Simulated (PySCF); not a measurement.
# SiH2Cl2 (dichlorosilane (DCS)) at PBE0/STO-3G

Aim: the vertical singlet–triplet gap of SiH2Cl2 (dichlorosilane (DCS)) at PBE0/STO-3G, from 2 runs. 

Program for the calculation: PySCF 2.14.0.

6 further runs of the same task are left out: 6 set aside as unsound or not needed.

### 1 The structure to begin with

The species is SiH2Cl2 (5 atoms), meant as a singlet with charge 0. As SMILES, `Cl[SiH2]Cl`. Geometry: relaxed at PBE0-D4/def2-TZVP.

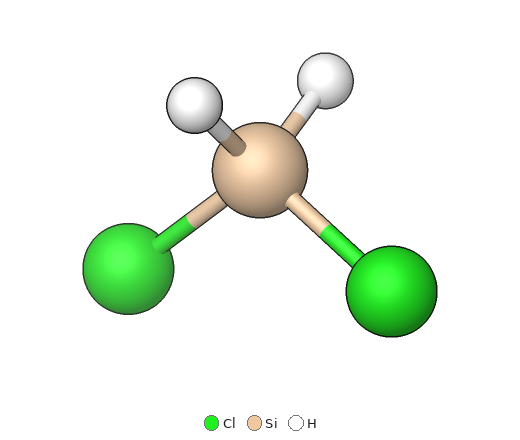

Viewed from a chosen angle; chlorine green, silicon light orange, hydrogen white.

### 2 The energy at PBE0/STO-3G

input.py reads:

```python
# Cl[SiH2]Cl
from pyscf import gto, dft

system = gto.M(
    atom=[
    ('Cl', (-1.036100, -0.393400, 1.609300)),
    ('Si', (0.136800, -0.071700, -0.028900)),
    ('Cl', (-0.799200, 1.196800, -1.324000)),
    ('H', (0.352000, -1.362200, -0.711200)),
    ('H', (1.396500, 0.556600, 0.413400)),
],
    spin=0,
    verbose=3,
    basis='sto-3g',
    max_memory=1860,
)

calc0 = dft.RKS(system)
calc0.xc = 'pbe0'
calc0.conv_tol = 1e-10
calc0.grids.level = 5
calc0.kernel()
if not calc0.converged:
    calc0 = calc0.newton().run(calc0.mo_coeff, calc0.mo_occ)

etot = calc0.e_tot
print(f'total energy: {etot:.8f} hartree')
```

On the command line:

```console
OMP_NUM_THREADS=1 python input.py
```

The log of the run:

```text
converged SCF energy = -1197.41947973737
total energy: -1197.41947974 hartree
```

It took 3.9 s on 1 thread of Arm Neoverse V1, shared host; peak memory 0.24 GiB.

### 3 The triplet

geometry.xyz reads:

```xyz
5

Cl    -1.036100    -0.393400     1.609300
Si     0.136800    -0.071700    -0.028900
Cl    -0.799200     1.196800    -1.324000
H      0.352000    -1.362200    -0.711200
H      1.396500     0.556600     0.413400
```

input.py reads:

```python
from pyscf import gto, dft

mol = gto.M(
    atom='geometry.xyz',
    charge=0,
    spin=2,
    verbose=3,
    max_memory=1860,
    basis='sto-3g',
)

calc0 = dft.UKS(mol)
calc0.xc = 'pbe0'
calc0.conv_tol = 1e-10
calc0.grids.level = 5
calc0.kernel()
if not calc0.converged:
    calc0 = calc0.newton().run(calc0.mo_coeff, calc0.mo_occ)

etot = calc0.e_tot
print('E(%s) = %.9f' % ('PBE0', etot))
```

On the command line:

```console
OMP_NUM_THREADS=1 python input.py
```

The log of the run:

```text
WARN: HOMO 0.0369614752299269 >= LUMO -0.362964011685476

WARN: HOMO 0.0485244925370884 >= LUMO -0.164261292004365

WARN: HOMO 0.0590689657824089 >= LUMO -0.190095926138325

WARN: HOMO 0.0646319196971577 >= LUMO -0.182949795480425

WARN: HOMO 0.0635654944370102 >= LUMO -0.183344808810321

WARN: HOMO 0.0631494901314382 >= LUMO -0.183752406176888

WARN: HOMO 0.0639727536658035 >= LUMO -0.184091567445688

WARN: HOMO 0.064038681560699 >= LUMO -0.184202302327438

WARN: HOMO 0.0640130205637071 >= LUMO -0.184218977145794

WARN: HOMO 0.0640174812676387 >= LUMO -0.184220893827867

WARN: HOMO 0.0640170238214902 >= LUMO -0.184220601776273

WARN: HOMO 0.0640170052070921 >= LUMO -0.184220603172552

converged SCF energy = -1197.10496906475  <S^2> = 2.0027722  2S+1 = 3.0018476
E(PBE0) = -1197.104969065
```

Run time: 7.8 s. Hardware: 1 thread of Arm Neoverse V1, shared host; peak memory 0.25 GiB.

### 4 Outcome

At PBE0/STO-3G:

| quantity | value |
| --- | --- |
| singlet: total energy | -1197.41948 Eh |
| singlet: dipole moment | 2.68 D |
| singlet: HOMO energy | -7.19 eV |
| singlet: LUMO energy | 3.22 eV |
| singlet: HOMO–LUMO gap | 10.41 eV |
| triplet: total energy | -1197.10497 Eh |
| triplet: dipole moment | 2.50 D |
| triplet: ⟨S²⟩ | 2.003 |
| vertical energy of the triplet above the singlet | 8.558 eV |

In words: At this shape the triplet lies 8.56 eV (826 kJ/mol) above the singlet. In a minimal basis such a difference can be off by several eV, whatever the method. Mulliken charges (singlet) run from -0.31 on Cl1 to +0.74 on Si2; they depend strongly on the basis. Mulliken charges (triplet) run from -0.20 on Cl3 to +0.53 on Si2.
